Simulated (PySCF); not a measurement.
# SiH$_{2}$ClO (charge +1): single-point calculation

The run: single-point calculation of SiH$_{2}$ClO, charge +1. Method and program: RPA (BP86)/def2-TZVP, RKS (PySCF 2.14.0).

The geometry is that of the parent species in another charge or spin state. The geometry comes from this level: PBE0-D4/def2-TZVP.

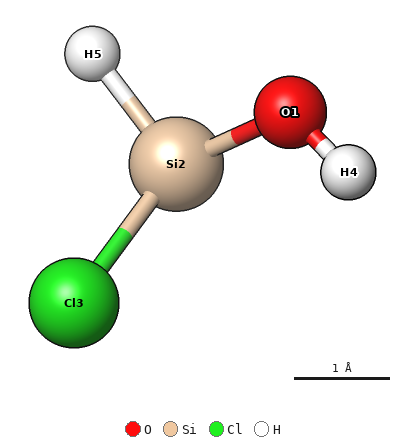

Figure 1. The input geometry (ball-and-stick view, seen at a tilt; atoms are numbered from 1 in the order of the input). Bond lengths as drawn: Cl–Si 2.07 Å, H–O 0.96 Å, H–Si 1.49 Å and O–Si 1.64 Å.

Summary

- outcome: converged
- total energy: −825.073532 hartree
- SCF energy: −825.984528 hartree
- correlation energy: −0.855985 hartree
- basis functions: 117
- HOMO of the SCF reference: −14.26 eV
- LUMO of the SCF reference: −11.63 eV
- hardware: 1 thread of Arm Neoverse V1, 24 GiB of memory available, shared host
- wall time: 16 s
- peak memory: 0.61 GiB

The record of the run, not the program, notes: dipole of an ion depends on the origin.

Input (input.py)
```python
from pyscf import gto, dft
from pyscf.gw.rpa import RPA

mol = gto.Mole()
mol.atom = [
    ('O', (-0.806100, -0.432000, -0.746500)),
    ('Si', (-0.092300, 0.479800, 0.414000)),
    ('Cl', (1.606600, -0.440800, 1.143600)),
    ('H', (-1.024100, -1.343200, -0.540000)),
    ('H', (0.316000, 1.736300, -0.271100)),
]
mol.basis = 'def2-tzvp'
mol.charge = 1
mol.verbose = 3
mol.max_memory = 1860
mol.build()

mf = dft.RKS(mol)
mf.xc = 'bp86'
mf.grids.level = 4
mf.conv_tol = 1e-10
mf.kernel()
if not mf.converged:
    mf = mf.newton().run(mf.mo_coeff, mf.mo_occ)

rpa = RPA(mf, frozen=11)
rpa.kernel()
e_exx = mf.to_hf().energy_tot(mf.make_rdm1())
energy = e_exx + rpa.e_corr
print('E = %.10f Eh' % energy)
```

Launched with:
```bash
OMP_NUM_THREADS=1 python input.py
```

The program's output
```
converged SCF energy = -825.984528376846
E(RPA) = -825.080497897789  E_corr = -0.855984693759869  E_hf = -824.224513204029
E = -825.0735316648 Eh
```

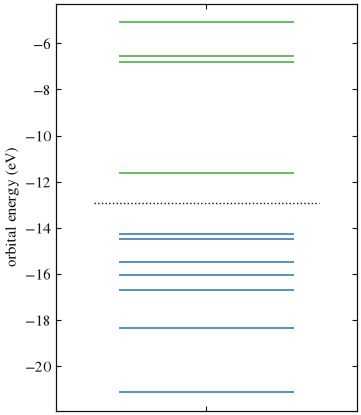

Figure 2. Orbital energies near the frontier (SCF reference); the dotted line parts filled from empty levels, and levels within 0.02 eV of each other stand side by side. Highest filled −14.26 eV, lowest empty −11.63 eV, 2.63 eV apart.
